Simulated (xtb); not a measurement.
Geometry relaxation of CH$_{4}$AlNTe (part 1 of 4)

- system: CH$_{4}$AlNTe, SMILES [NH2][Al]1[CH2][Te]1
- method: GFN2-xTB (xtb 6.7.1)

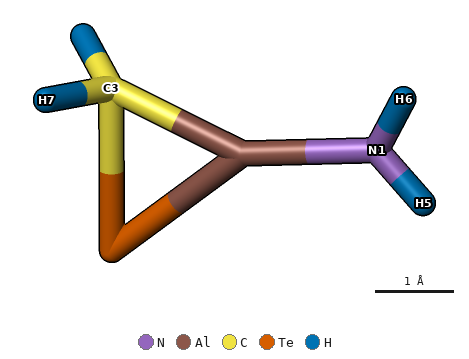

The input geometry (stick view, seen at a tilt; atoms are numbered from 1 in the order of the input). Sticks mark near contacts.

The input (input.xyz):
```
8
CH4AlNTe
N     -0.991310     1.745000    -0.379810
Al    -0.282430     0.062150    -0.214040
C      0.907320    -1.164670     0.643180
Te    -0.326720    -2.239950    -0.952660
H     -1.565280     2.046580    -1.016640
H     -0.622840     2.539320     0.013770
H      1.951380    -1.344340     0.206950
H      0.864770    -1.710620     1.511590
```

Run as:
```bash
xtb input.xyz --ohess normal | tee run.log
```

Output:
```
* xtb version 6.7.1
   ID    Z sym.   atoms
    1    7 N      1
    2   13 Al     2
    3    6 C      3
    4   52 Te     4
    5    1 H      5-8

           -------------------------------------------------
          |                Calculation Setup                |
           -------------------------------------------------

          program call               : xtb input.xyz --ohess normal
          coordinate file            : input.xyz
          omp threads                :                     1

           -------------------------------------------------
          |                 G F N 2 - x T B                 |
           -------------------------------------------------

      * Hamiltonian:
        H0-scaling (s, p, d)           1.850000    2.230000    2.230000
        zeta-weighting                 0.500000
      * Dispersion:
        s8                             2.700000
        a1                             0.520000
        a2                             5.000000
        s9                             5.000000
      * Repulsion:
        kExp                           1.500000    1.000000
        rExp                           1.000000
      * Coulomb:
        alpha                          2.000000
        third order                    shell-resolved
        anisotropic                    true
        a3                             3.000000
        a5                             4.000000
        cn-shift                       1.200000
        cn-exp                         4.000000
        max-rad                        5.000000

          ...................................................
          :                      SETUP                      :
          :.................................................:
          :  # basis functions                  32          :
          :  # atomic orbitals                  30          :
          :  # shells                           14          :
          :  # electrons                        22          :
          :  max. iterations                   250          :
          :  Hamiltonian                  GFN2-xTB          :
          :  restarted?                      false          :
          :  GBSA solvation                  false          :
          :  PC potential                    false          :
          :  electronic temp.          300.0000000     K    :
          :  accuracy                    1.0000000          :
          :  -> integral cutoff          0.2500000E+02      :
          :  -> integral neglect         0.1000000E-07      :
          :  -> SCF convergence          0.1000000E-05 Eh   :
          :  -> wf. convergence          0.1000000E-03 e    :
          :  Broyden damping             0.4000000          :
          :  net charge                          0          :
          :  unpaired electrons                  0          :
          ...................................................

 iter      E             dE          RMSdq      gap      omega  full diag
   1    -11.2970180 -0.112970E+02  0.182E+01    2.81       0.0  T
   2    -11.3176152 -0.205972E-01  0.106E+01    2.49       1.0  T
   3    -11.0461625  0.271453E+00  0.997E+00    2.86       1.0  T
   4    -11.1140227 -0.678602E-01  0.788E+00    1.77       1.0  T
   5    -11.3542688 -0.240246E+00  0.299E+00    2.57       1.0  T
   6    -11.3673089 -0.130400E-01  0.129E+00    2.54       1.0  T
   7    -11.3682088 -0.899862E-03  0.104E+00    2.48       1.0  T
   8    -11.3680758  0.132939E-03  0.880E-01    2.60       1.0  T
   9    -11.3704716 -0.239576E-02  0.385E-01    2.59       1.0  T
  10    -11.3711182 -0.646638E-03  0.571E-02    2.56       1.0  T
  11    -11.3711200 -0.177295E-05  0.470E-02    2.56       1.0  T
  12    -11.3711214 -0.142866E-05  0.161E-02    2.56       2.2  T
  13    -11.3711220 -0.563701E-06  0.106E-03    2.56      33.2  T
  14    -11.3711220 -0.221587E-08  0.105E-03    2.56      33.8  T
  15    -11.3711220 -0.132025E-08  0.503E-04    2.56      70.2  T
  16    -11.3711220 -0.442068E-09  0.172E-04    2.56     205.5  T

   *** convergence criteria satisfied after 16 iterations ***

         #    Occupation            Energy/Eh            Energy/eV
      -------------------------------------------------------------
         1        2.0000           -0.7923187             -21.5601
       ...           ...                  ...                  ...
         5        2.0000           -0.4862461             -13.2314
         6        2.0000           -0.4523208             -12.3083
         7        2.0000           -0.4213991             -11.4669
         8        2.0000           -0.3896983             -10.6042
         9        2.0000           -0.3765811             -10.2473
        10        2.0000           -0.3395889              -9.2407
        11        2.0000           -0.3378873              -9.1944 (HOMO)
        12                         -0.2438784              -6.6363 (LUMO)
        13                         -0.1711153              -4.6563
        14                         -0.1462374              -3.9793
        15                         -0.1193120              -3.2466
        16                         -0.0857134              -2.3324
       ...                                ...                  ...
        30                          1.6580424              45.1176
      -------------------------------------------------------------
                  HL-Gap            0.0940089 Eh            2.5581 eV
             Fermi-level           -0.2908828 Eh           -7.9153 eV

 SCC (total)                   0 d,  0 h,  0 min,  0.010 sec
 SCC setup                      ...        0 min,  0.000 sec (  1.102%)
 Dispersion                     ...        0 min,  0.000 sec (  0.466%)
 classical contributions        ...        0 min,  0.000 sec (  0.177%)
 integral evaluation            ...        0 min,  0.001 sec ( 12.244%)
 iterations                     ...        0 min,  0.006 sec ( 61.889%)
 molecular gradient             ...        0 min,  0.002 sec ( 22.523%)
 printout                       ...        0 min,  0.000 sec (  1.464%)

         :::::::::::::::::::::::::::::::::::::::::::::::::::::
         ::                     SUMMARY                     ::
         :::::::::::::::::::::::::::::::::::::::::::::::::::::
         :: total energy             -11.210759863259 Eh    ::
         :: gradient norm              0.215539347523 Eh/a0 ::
         :: HOMO-LUMO gap              2.558111895732 eV    ::
         ::.................................................::
         :: SCC energy               -11.371118013234 Eh    ::
         :: -> isotropic ES            0.040097682868 Eh    ::
         :: -> anisotropic ES          0.000052932129 Eh    ::
         :: -> anisotropic XC         -0.004771134753 Eh    ::
         :: -> dispersion             -0.004437433554 Eh    ::
         :: repulsion energy           0.160358149976 Eh    ::
         :: add. restraining           0.000000000000 Eh    ::
         :: total charge              -0.000000000000 e     ::
         :::::::::::::::::::::::::::::::::::::::::::::::::::::

      -----------------------------------------------------------
     |                   =====================                   |
     |                        A N C O P T                        |
     |                   =====================                   |
     |               Approximate Normal Coordinate               |
     |                Rational Function Optimizer                |
      -----------------------------------------------------------
      -----------------------------------------------------------
     |                   =====================                   |
     |                        A N C O P T                        |
     |                   =====================                   |
     |               Approximate Normal Coordinate               |
     |                Rational Function Optimizer                |
      -----------------------------------------------------------

          ...................................................
          :                      SETUP                      :
          :.................................................:
          :   optimization level            normal          :
          :   max. optcycles                   200          :
          :   ANC micro-cycles                  20          :
          :   degrees of freedom                18          :
          :.................................................:
          :   RF solver                   davidson          :
          :   write xtbopt.log                true          :
          :   linear?                        false          :
          :   energy convergence         0.5000000E-05 Eh   :
          :   grad. convergence          0.1000000E-02 Eh/α :
          :   maxmium RF displ.          1.0000000          :
          :   Hlow (freq-cutoff)         0.1000000E-01      :
          :   Hmax (freq-cutoff)         5.0000000          :
          :   S6 in model hess.         20.0000000          :
          ...................................................

generating ANC from exact Hessian ...
Using Lindh-Hessian (1995)
 Shifting diagonal of input Hessian by    1.0262568514953833E-002
 Lowest  eigenvalues of input Hessian
    0.010000    0.000000    0.000000    0.000000    0.000000    0.000000
    0.000000    0.010612    0.010680    0.015599    0.019393    0.028316
    0.050845    0.065087    0.097750    0.128441    0.167874    0.215456
 Highest eigenvalues
    0.412969    0.586197    0.909967    1.212876    1.575417    1.752319

........................................................................
.............................. CYCLE    1 ..............................
........................................................................

 iter      E             dE          RMSdq      gap      omega  full diag
   1    -11.3711220 -0.113711E+02  0.326E-05    2.56       0.0  T
   2    -11.3711220 -0.495604E-12  0.159E-05    2.56    2220.6  T
   3    -11.3711220  0.202149E-11  0.322E-05    2.56    1099.6  T
     SCC iter.                  ...        0 min,  0.002 sec
     gradient                   ...        0 min,  0.002 sec
 * total energy  :   -11.2107599 Eh     change       -0.2044587E-11 Eh
   gradient norm :     0.2154602 Eh/α   predicted     0.0000000E+00 (-100.00%)
   displ. norm   :     0.4223849 α      lambda       -0.4913085E-01
   maximum displ.:     0.2356303 α      in ANC's #7, #1, #10, ...

........................................................................
.............................. CYCLE    2 ..............................
........................................................................

 iter      E             dE          RMSdq      gap      omega  full diag
   1    -11.3364106 -0.113364E+02  0.294E+00    2.16       0.0  T
   2    -11.3159929  0.204178E-01  0.320E+00    1.87       1.0  T
   3    -11.3254321 -0.943928E-02  0.211E+00    2.22       1.0  T
   4    -11.3383542 -0.129221E-01  0.738E-01    2.09       1.0  T
   5    -11.3384136 -0.593951E-04  0.390E-01    2.11       1.0  T
   6    -11.3387962 -0.382622E-03  0.207E-01    2.07       1.0  T
   7    -11.3388255 -0.292362E-04  0.157E-01    2.07       1.0  T
   8    -11.3389226 -0.971546E-04  0.316E-02    2.08       1.1  T
   9    -11.3389237 -0.107496E-05  0.668E-03    2.08       5.3  T
  10    -11.3389237 -0.725220E-08  0.490E-03    2.08       7.2  T
  11    -11.3389238 -0.511650E-07  0.190E-03    2.08      18.6  T
  12    -11.3389238 -0.492096E-08  0.644E-04    2.08      54.9  T
  13    -11.3389238 -0.100080E-08  0.172E-04    2.08     206.1  T
     SCC iter.                  ...        0 min,  0.004 sec
     gradient                   ...        0 min,  0.002 sec
 * total energy  :   -11.2300165 Eh     change       -0.1925665E-01 Eh
   gradient norm :     0.0533225 Eh/α   predicted    -0.2894811E-01 (  50.33%)
   displ. norm   :     0.3168148 α      lambda       -0.1237151E-01
   maximum displ.:     0.2667801 α      in ANC's #7, #10, #6, ...

........................................................................
.............................. CYCLE    3 ..............................
........................................................................

 iter      E             dE          RMSdq      gap      omega  full diag
   1    -11.3425300 -0.113425E+02  0.175E+00    2.49       0.0  T
   2    -11.3383401  0.418995E-02  0.202E+00    2.54       1.0  T
   3    -11.3432281 -0.488804E-02  0.135E+00    2.53       1.0  T
   4    -11.3416437  0.158435E-02  0.888E-01    2.55       1.0  T
   5    -11.3432165 -0.157275E-02  0.316E-01    2.51       1.0  T
   6    -11.3433851 -0.168600E-03  0.206E-01    2.54       1.0  T
   7    -11.3435499 -0.164820E-03  0.435E-02    2.52       1.0  T
   8    -11.3435504 -0.532594E-06  0.264E-02    2.52       1.3  T
   9    -11.3435507 -0.237811E-06  0.564E-03    2.52       6.3  T
  10    -11.3435507 -0.127417E-07  0.297E-03    2.52      11.9  T
  11    -11.3435507 -0.402760E-08  0.984E-04    2.52      35.9  T
  12    -11.3435507 -0.295064E-08  0.370E-04    2.52      95.7  T
     SCC iter.                  ...        0 min,  0.003 sec
     gradient                   ...        0 min,  0.002 sec
 * total energy  :   -11.2338868 Eh     change       -0.3870266E-02 Eh
   gradient norm :     0.0345881 Eh/α   predicted    -0.6806627E-02 (  75.87%)
   displ. norm   :     0.1456670 α      lambda       -0.2663309E-02
   maximum displ.:     0.0821464 α      in ANC's #5, #7, #6, ...

........................................................................
.............................. CYCLE    4 ..............................
........................................................................

 iter      E             dE          RMSdq      gap      omega  full diag
   1    -11.3446546 -0.113447E+02  0.679E-01    2.41       0.0  T
   2    -11.3438866  0.767961E-03  0.823E-01    2.36       1.0  T
   3    -11.3445547 -0.668056E-03  0.624E-01    2.38       1.0  T
   4    -11.3443175  0.237176E-03  0.387E-01    2.37       1.0  T
   5    -11.3447730 -0.455510E-03  0.894E-02    2.39       1.0  T
   6    -11.3447896 -0.165509E-04  0.331E-02    2.39       1.1  T
   7    -11.3447915 -0.193989E-05  0.177E-02    2.39       2.0  T
   8    -11.3447924 -0.832444E-06  0.543E-03    2.39       6.5  T
   9    -11.3447924 -0.215009E-07  0.141E-03    2.39      25.1  T
  10    -11.3447924 -0.291994E-09  0.547E-04    2.39      64.7  T
  11    -11.3447924 -0.150143E-09  0.273E-04    2.39     129.4  T
     SCC iter.                  ...        0 min,  0.004 sec
     gradient                   ...        0 min,  0.002 sec
 * total energy  :   -11.2349969 Eh     change       -0.1110127E-02 Eh
   gradient norm :     0.0090479 Eh/α   predicted    -0.1359912E-02 (  22.50%)
   displ. norm   :     0.0935377 α      lambda       -0.3084649E-03
   maximum displ.:     0.0774196 α      in ANC's #4, #1, #7, ...

........................................................................
.............................. CYCLE    5 ..............................
........................................................................

 iter      E             dE          RMSdq      gap      omega  full diag
   1    -11.3459623 -0.113460E+02  0.323E-01    2.41       0.0  T
   2    -11.3457925  0.169732E-03  0.337E-01    2.42       1.0  T
   3    -11.3458474 -0.548211E-04  0.326E-01    2.41       1.0  T
   4    -11.3460061 -0.158699E-03  0.172E-01    2.41       1.0  T
   5    -11.3459970  0.902882E-05  0.802E-02    2.42       1.0  T
   6    -11.3460118 -0.148064E-04  0.285E-02    2.41       1.2  T
   7    -11.3460131 -0.124188E-05  0.698E-03    2.41       5.1  T
   8    -11.3460131 -0.164741E-07  0.263E-03    2.41      13.4  T
   9    -11.3460131 -0.607420E-09  0.102E-03    2.41      34.6  T
  10    -11.3460131  0.962398E-09  0.839E-04    2.41      42.1  T
  11    -11.3460131 -0.188087E-08  0.219E-04    2.41     161.1  T
     SCC iter.                  ...        0 min,  0.004 sec
     gradient                   ...        0 min,  0.002 sec
 * total energy  :   -11.2351016 Eh     change       -0.1046533E-03 Eh
   gradient norm :     0.0058318 Eh/α   predicted    -0.1555817E-03 (  48.66%)
   displ. norm   :     0.1261410 α      lambda       -0.3935944E-03
   maximum displ.:     0.0637595 α      in ANC's #3, #1, #5, ...
```
